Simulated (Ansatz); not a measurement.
## Electronic structure of AlBClFH$_{4}$O$_{2}$ in real space

```xyz
10

B    -0.3224    0.3650    0.6702
O    -0.5543   -0.8500    1.2549
H    -0.7023   -1.5499    0.6130
F     1.2572    0.6780    0.6115
Cl   -0.9255    0.6796   -1.0030
O    -0.5937    1.4783    1.6335
Al    1.1981    2.1148    1.7554
H     1.7733    1.7632    3.1852
H     1.4142    3.4566    0.9598
H    -1.1106    1.1585    2.3844
```

Theory: Ansatz, RKS PBE0-D4/def2-SVP.

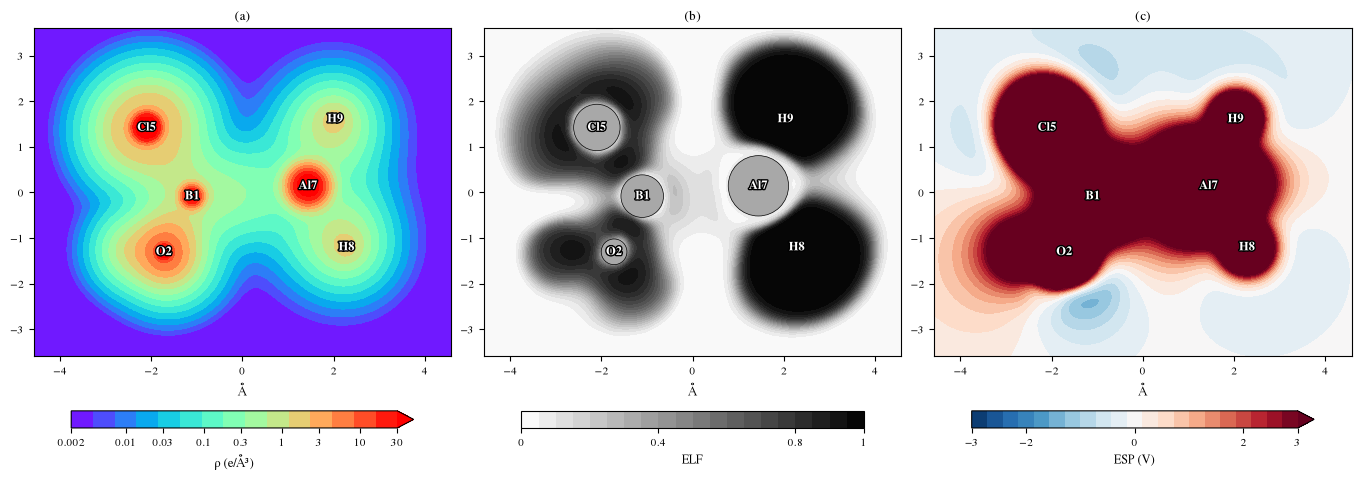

Figure 1. (a) total electron density; (b) electron localisation function; (c) molecular electrostatic potential on the plane of atoms H8, Al7 and H9. Grey discs cover the atomic cores in the ELF map.

Q: Describe what can be read from this map.

A: Atoms in the plane: B, O, Cl, Al and H. B–O (1.37 Å): the density is about 2.1 e/Å³ at the midpoint; the ELF peaks at about 0.90 between the atoms (a short, strongly polar bond). B–Cl (1.81 Å): the density is about 1.2 e/Å³ at the midpoint; the ELF peaks at about 0.90 between the atoms, as expected for a polar covalent bond. Al–H (1.57 Å): ρ is about 0.56 e/Å³ halfway; the ELF climbs to about 1 towards the hydrogen. The ELF also peaks beside O2 and Cl5, away from the bonds: lone-pair regions. Outside the dense part of the molecule the potential is most negative (−1.3 V) near O2.

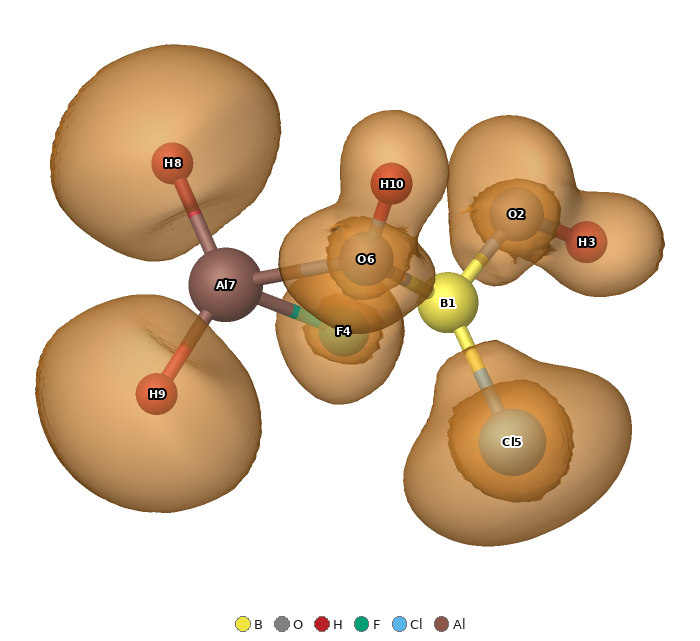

Figure 2. Isosurface of the ELF at 0.75 (orange), seen across its widest extent. Only the valence region is drawn (cores and ρ < 0.01 e/Å³ removed).

Q: Describe the localisation domains.

A: The surface consists of two regions around hydrogen nuclei, one region on Cl in which the atom's valence shell and bonds are merged, one region wrapped around F (its valence shell) and two joined regions spread over several atoms (H, O), in which their bonds and any lone pairs are merged.

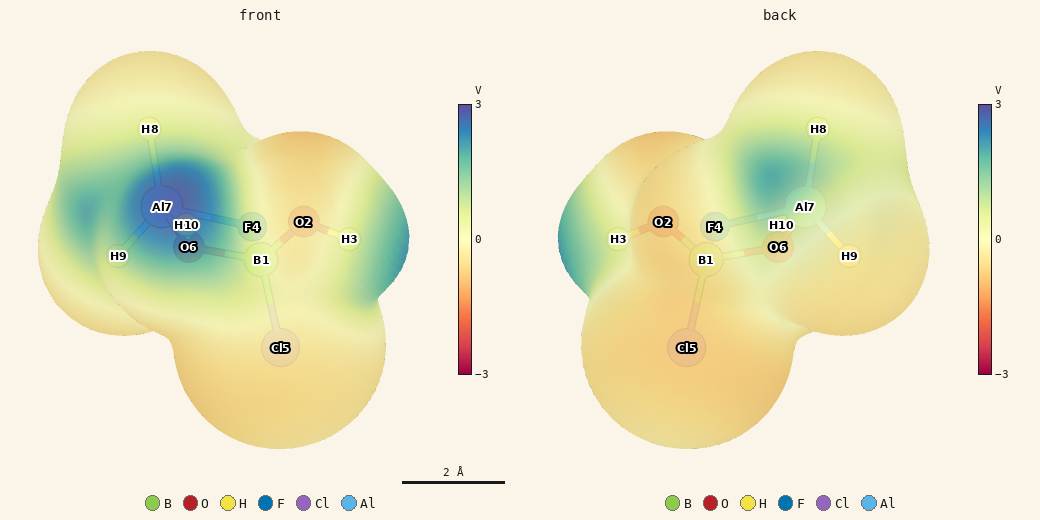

Figure 3. The molecular electrostatic potential painted on the density surface at 0.001 e/bohr³, seen from the front and from behind; the colour scale runs from red (negative) to blue (positive).

Q: Which sites attract a positive test charge, and which a negative one?

A: A positive charge is drawn to the negative regions and a negative charge to the positive ones. The most negative region (about −0.8 V) lies over O2, F4 and Cl5, the most positive (about +2.7 V) over H10.
